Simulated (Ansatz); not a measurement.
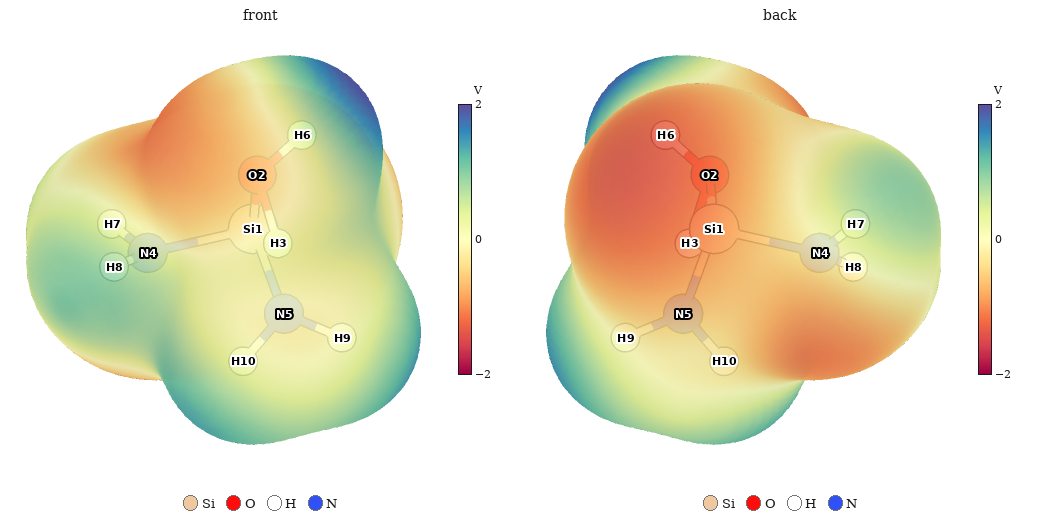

Figure. H6N2OSi. The molecular electrostatic potential painted on the density surface at 0.001 e/bohr³, seen from the front and from behind; red is negative and blue positive.

A transition-state structure; geometry: PBE0-D4/def2-TZVP.

All numbers below come from Ansatz, RKS PBE0-D4/def2-TZVPP.

The calculation's input:

```
crystal:
  periodic: [false, false, false]
  atoms:
    - {symbol: Si, position_ang: [0.374849, 0.269556, -0.959878]}
    - {symbol: O, position_ang: [-0.425219, -1.449376, -0.413022]}
    - {symbol: H, position_ang: [-1.086345, -0.638480, 0.091290]}
    - {symbol: N, position_ang: [1.611169, 0.356989, 0.251907]}
    - {symbol: N, position_ang: [-1.059331, 0.711587, 0.194259]}
    - {symbol: H, position_ang: [-0.862528, -1.915012, -1.131461]}
    - {symbol: H, position_ang: [2.569104, 0.307127, -0.056183]}
    - {symbol: H, position_ang: [1.519858, -0.019072, 1.185742]}
    - {symbol: H, position_ang: [-1.824615, 1.216127, -0.231794]}
    - {symbol: H, position_ang: [-0.816943, 1.160652, 1.069239]}
basis:
  gaussian: {orbitals: def2-TZVPP}
hamiltonian: {xc: pbe0, dispersion: d4}
output: {orbitals: {seedname: orbitals}}
```

Run with:

```sh
ansatz run in.yaml --threads 4 --pin off --events-out ev --progress --plain --max-ram 9574MiB
```

> Describe the electrostatic potential map.

The most negative region (about −1.4 V) lies over H7, the most positive (about +1.9 V) over H6.
